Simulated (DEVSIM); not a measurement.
Structure: Schottky contact on n-type InP, at 250 K.

```csv
layer (left to right),material,thickness (μm),Nd (cm⁻³),τn (s),τp (s)
1,InP,0.330,1.8e15,5e-9,5e-9
```

Left contact: Schottky, work function 5.6 eV, emission velocity 9.8e6 cm/s. Right contact: ohmic. Voltage is applied to the left contact. Recombination: SRH at mid-gap. Mobility is μmin + (μ − μmin)/(1 + (N/Nref)^α).

Constants are typed, rounded textbook-type inputs, not results; the design itself was drawn at random and stands for no fabricated device. Values at 300 K; Nc and Nv go as T^1.5, mobilities as T to minus their exponent, the gap by Varshni's rule with the affinity fixed.

| parameter | InP |
|---|---|
| gap (eV) | 1.344 |
| affinity (eV) | 4.38 |
| permittivity | 12.5 |
| Nc (cm⁻³) | 5.7e17 |
| Nv (cm⁻³) | 1.1e19 |
| μn (cm²/Vs) | 5200 |
| μp (cm²/Vs) | 170 |
| μn,min | 400 |
| μp,min | 10 |
| Nref,n | 3e17 |
| Nref,p | 4.9e17 |
| αn | 0.47 |
| αp | 0.62 |
| T exponent of μn | 2 |
| T exponent of μp | 2 |
| Varshni α (eV/K) | 0.000363 |
| Varshni β (K) | 162 |

Simulated with DEVSIM: 1D drift-diffusion, Boltzmann statistics, complete ionisation; no tunnelling, impact ionisation, image-force lowering or self-heating. Metal contacts follow the ideal Schottky-Mott rule: no Fermi-level pinning, no interface dipoles.

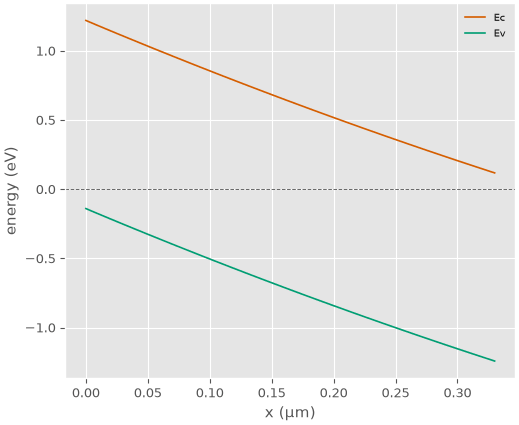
Fig. 1. Band edges at zero bias

Energies count from the Fermi level of the right contact; mesh points crowd at the junctions.

```csv
x (μm),Ec (eV),Ev (eV),n (cm⁻³),p (cm⁻³),field (V/cm)
0.000,1.220,-0.140,< 1e2,1.3e16,-39000
0.005366,1.200,-0.160,< 1e2,4.9e15,-38000
0.01175,1.175,-0.184,< 1e2,1.6e15,-37000
0.01935,1.147,-0.213,< 1e2,4.3e14,-37000
0.03039,1.106,-0.253,< 1e2,6.5e13,-37000
0.04152,1.065,-0.294,< 1e2,9.7e12,-37000
0.05476,1.017,-0.343,< 1e2,1.0e12,-36000
0.07401,0.948,-0.412,< 1e2,4.2e10,-36000
0.09341,0.879,-0.481,< 1e2,1.7e9,-35000
0.1165,0.798,-0.561,< 1e2,4.0e7,-35000
0.1440,0.704,-0.656,2800,510000,-34000
0.1780,0.590,-0.769,550000,2600,-33000
0.2067,0.496,-0.863,4.3e7,< 1e2,-32000
0.2309,0.419,-0.940,1.5e9,< 1e2,-32000
0.2584,0.333,-1.026,8.4e10,< 1e2,-31000
0.2743,0.284,-1.075,8.1e11,< 1e2,-31000
0.2852,0.251,-1.109,3.8e12,< 1e2,-30000
0.2969,0.216,-1.144,1.9e13,< 1e2,-30000
0.3101,0.177,-1.183,1.2e14,< 1e2,-30000
0.3178,0.154,-1.206,3.4e14,< 1e2,-29000
0.3243,0.135,-1.225,8.3e14,< 1e2,-29000
0.3300,0.118,-1.242,1.8e15,< 1e2,-29000
```
